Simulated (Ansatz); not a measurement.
**Computed against measured: atomisation enthalpy at 298 K**

6 molecules with two or more fluorines; the atomisation enthalpy at 298 K in kJ/mol, computed less measured. Shapes, held fixed at every level: PBE0-D4/def2-TZVP. Flexible molecules stand in one conformer, not always the lowest. Thermal terms are harmonic and unscaled (PBE0-D4/def2-TZVP); the spin-orbit lowering of the free atoms is taken from their spectra. Programs: Ansatz 0.2.0. Measured values: Active Thermochemical Tables, CRC Handbook of Chemistry and Physics, NIST-JANAF tables.

Levels: A = SPW92/def2-TZVPP; B = MP2/def2-TZVPP; C = CCSD(T)/def2-TZVPP.

| molecule | from tabulated heats | A | B | C |
| --- | --- | --- | --- | --- |
| CBr2F2 (SMILES FC(F)(Br)Br) | 1484 | +428 | +42 | -65 |
| SF4 (sulfur tetrafluoride) | 1358 | +506 | +40 | -85 |
| SeF6 (selenium hexafluoride) | 1820 | +706 | +139 | -38 |
| C2Br2F4 (1,2-dibromotetrafluoroethane) | 2764 | +783 | +98 | -86 |
| C2Cl2F4 (dichlorotetrafluoroethane) | 2931 | +762 | +61 | -126 |
| C2H2F3I (1,1,1-trifluoro-2-iodoethane) | 2859 | +622 | +44 | -82 |

Problem. Sum up the errors.

Solution. 
| level | kind | mean error | mean absolute error | worst case |
| --- | --- | --- | --- | --- |
| SPW92/def2-TZVPP | LDA | +634.5 | 634.5 | C2Br2F4 |
| MP2/def2-TZVPP | perturbation theory | +70.7 | 70.7 | SeF6 |
| CCSD(T)/def2-TZVPP | coupled cluster or CI | -80.3 | 80.3 | C2Cl2F4 |

On this set MP2/def2-TZVPP has the smallest mean absolute error and SPW92/def2-TZVPP the largest. SPW92/def2-TZVPP is too high in 6 of 6; MP2/def2-TZVPP is too high in 6 of 6; CCSD(T)/def2-TZVPP is too low in 6 of 6. The heats of SF4, SeF6, C2H2F3I come from older tables and can be uncertain by 10 kJ/mol or more. The molecules' own spin-orbit binding is left out, so errors for heavy halides read too negative. Heats of the atoms come from ATcT where it has them. With so many references in doubt the order of the levels isn't settled. The tabulated values of C2Br2F4, C2Cl2F4 are in doubt (older tables, estimates, or at odds with other calculations) and kept here. Over the 4 molecules whose values aren't doubted the mean absolute errors are A 565.5; B 66.2; C 67.5. Correlated wave functions converge slowly with the basis. For atoms past krypton def2 sets carry core potentials with scalar relativity. Relativity is left out for Br, Se. Outer-core shells of Br, I, Se are correlated, in sets that cover them unevenly. The set is small.

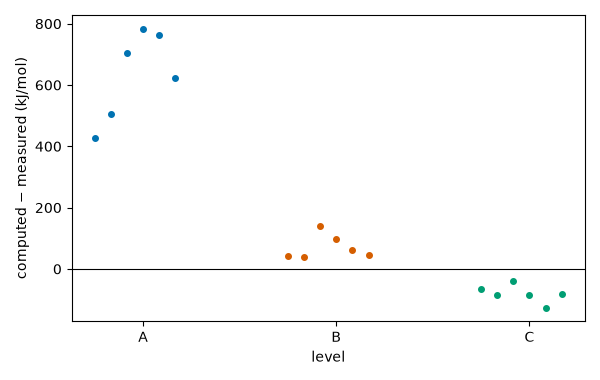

Errors of each level, one point a molecule.
